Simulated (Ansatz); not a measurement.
**One shape, several levels: GeH2Cl− (SMILES [Cl][GeH2-])**

Aim: a comparison of 6 runs (PBE/STO-3G, UPBE/STO-3G, r2SCAN0/STO-3G, MP2/STO-3G, UMP2/STO-3G, CCSDT/STO-3G) of GeH2Cl−. 

Program for the calculation: Ansatz 0.2.0.

6 further runs of the same task are left out: 5 that didn't finish, 1 set aside as unsound or not needed.

**1. The system as given**

GeH2Cl− has 4 atoms, charge -1, and is taken as a singlet. SMILES: `[Cl][GeH2-]`. The Ge2–Cl1 distance was set to 5.802 Å, away from the relaxed value. At this shape a bond of the SMILES string is far longer than usual.

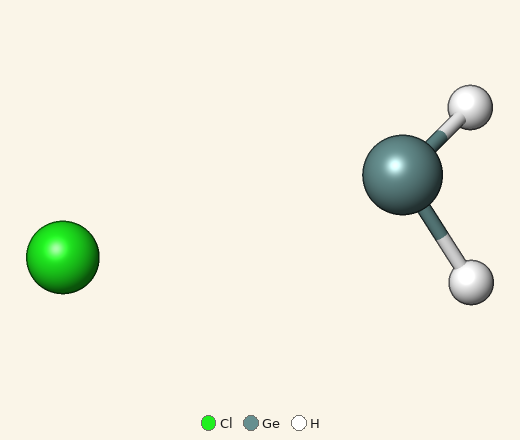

Viewed from a chosen angle; chlorine green, germanium teal, hydrogen white.

**2. The energy at PBE/STO-3G (run 1)**

Input file in.yaml:

```yaml
crystal:
  periodic: [false, false, false]
  atoms:
    - symbol: Cl
      position_ang: [-3.969459, 2.184239, 2.781824]
    - symbol: Ge
      position_ang: [0.036260, -0.806600, -0.163840]
    - symbol: H
      position_ang: [0.151880, 0.384060, -1.448900]
    - symbol: H
      position_ang: [1.377880, 0.032810, 0.598330]
basis:
  gaussian: {orbitals: STO-3G}
total_charge: -1
hamiltonian: {xc: {name: PBE}}
accuracy: high
```

Started as:

```console
$ ansatz run in.yaml --threads 1 --pin off --max-ram 2610MiB --events-out events.jsonl --progress --plain --runs-dir runs
```

What it wrote:

```text
Warning: RAYON_NUM_THREADS=1 ignored (pool sized by the plan → 1); use --threads N
Functional definition: PBE
  name "PBE"
  parameter kappa = 0.804
  parameter beta = 0.06672455060314922
  exchange = pbe_x(kappa = kappa, mu = beta*pi^2/3)
  correlation = pbe_c(beta = beta)
361 factors; integrals over basis functions are off by at most 1.6e-8 eV
mean field evaluation 1: about -68023.3038 eV, gradient 2.7e2 eV
mean field evaluation 2: about -67941.2306 eV, gradient 4.4e1 eV
mean field evaluation 4: about -68224.4685 eV, gradient 5.7e1 eV
mean field evaluation 8: about -68231.4235 eV, gradient 2.9e1 eV
mean field evaluation 16: about -68263.3545 eV, gradient 2.1e0 eV
mean field evaluation 32: about -68263.4167 eV, gradient 7.9e-4 eV
mean field evaluation 64: about -68263.4146 eV, gradient 2.7e-1 eV
mean field evaluation 96: about -68263.3294 eV, gradient 2.2e0 eV
mean field -68263.41674837 eV, -2508.6342948970 hartree, gradient 3.0e-8 eV, S^2 0.000000; 6 other end points of the search recorded, 0 dependent functions left out
reference -68263.41675069 eV, -2508.6342949821 hartree; 26, 26 occupied and 3, 3 virtual orbitals, 361 factors
Total energy: -68263.41675069 eV, -2508.6342949821 hartree
```

Run time: 4.2 s. Hardware: 1 thread of Arm Neoverse V1, shared host; peak memory 0.095 GiB.

**3. A single-point energy at UPBE/STO-3G (run 2)**

Input file job.yaml:

```yaml
crystal:
  periodic: [false, false, false]
  atoms:
    - {symbol: Cl, position_ang: [-3.969459, 2.184239, 2.781824]}
    - {symbol: Ge, position_ang: [0.036260, -0.806600, -0.163840]}
    - {symbol: H, position_ang: [0.151880, 0.384060, -1.448900]}
    - {symbol: H, position_ang: [1.377880, 0.032810, 0.598330]}
basis:
  gaussian: {orbitals: STO-3G}
total_charge: -1
magnetization: {spin_polarized: true}
hamiltonian: {xc: pbe}
accuracy: high
```

Started as:

```console
$ ansatz run job.yaml --threads 1 --pin off --max-ram 2610MiB --events-out events.jsonl --progress --plain --runs-dir runs
```

What it wrote, shortened:

```text
Warning: RAYON_NUM_THREADS=1 ignored (pool sized by the plan → 1); use --threads N
Functional definition: PBE
  name "PBE"
[...]
361 factors; integrals over basis functions are off by at most 1.6e-8 eV
[...]
mean field -68263.62939402 eV, -2508.6421094805 hartree, gradient 2.9e-8 eV, S^2 0.558951; 11 other end points of the search recorded, 0 dependent functions left out
reference -68263.62939636 eV, -2508.6421095664 hartree; 26, 26 occupied and 3, 3 virtual orbitals, 361 factors
Total energy: -68263.62939636 eV, -2508.6421095664 hartree
```

Wall time 21 s (1 thread of Arm Neoverse V1, shared host); peak memory 0.13 GiB.

Runs 3 to 5 aren't shown in full; the table further down has their settings and results.

**4. A single-point energy at CCSDT/STO-3G (run 6)**

Changes to job.yaml since step 3:

```diff
@@ -8,6 +8,10 @@
 basis:
-  gaussian: {orbitals: STO-3G}
+  gaussian:
+    orbitals: STO-3G
 total_charge: -1
-magnetization: {spin_polarized: true}
-hamiltonian: {xc: pbe}
+correlation:
+  method: ccsdt
+  frozen_orbitals: {Cl: 5, Ge: 9, H: 0}
 accuracy: high
+scf:
+  omitted_lower_state_checks: [cluster_reference, increment]
```

Started as:

```console
$ ansatz run job.yaml --threads 1 --pin off --max-ram 2610MiB --events-out events.jsonl --progress --plain --runs-dir runs
```

What it wrote:

```text
Warning: RAYON_NUM_THREADS=1 ignored (pool sized by the plan → 1); use --threads N
[... 11 lines left out ...]
14 core orbitals not correlated: weight in the atoms' cores, before any rotation towards them, 1.000 or more for the frozen orbitals, at most 0.000 for the correlated occupied ones
[... 45 lines left out ...]
Total energy: -68227.94233309 eV, -2507.3306341808 hartree
Checks for a lower state left out: cluster_reference, increment
```

It took 0.64 s on 1 thread of Arm Neoverse V1, shared host.

**5. Overview of the runs**

```csv
run,level,frozen core orbitals,energy (Eh),wall time
1,PBE/STO-3G,–,-2508.634295,4.2 s
2,UPBE/STO-3G,–,-2508.642110,21 s
3,r2SCAN0/STO-3G,–,-2509.336073,13 s
4,MP2/STO-3G,14,-2507.306165,0.2 s
5,UMP2/STO-3G,14,-2507.305378,0.42 s
6,CCSDT/STO-3G,14,-2507.330634,0.64 s
```

**6. What came out**

```
                                           quantity           value
                                run 6: total energy  -2507.33063 Eh
run 6: correlation energy (14 core orbitals frozen)       -64.0 mEh
                               run 6: T1 diagnostic           0.006
```

**Reading.** Totals of different functionals can't be ranked against each other. In runs 4, 6 the log says that unrestricted orbitals would lower the reference, so the values rest on an unstable closed-shell determinant (other closed-shell runs at this shape may share the fault). In runs 1, 2, 3, 4, 5, 6 the basis is minimal, so the values are rough. Spin contamination of the reference: run 2 ⟨S²⟩ = 0.56. All runs together took 40 s, the longest 21 s.
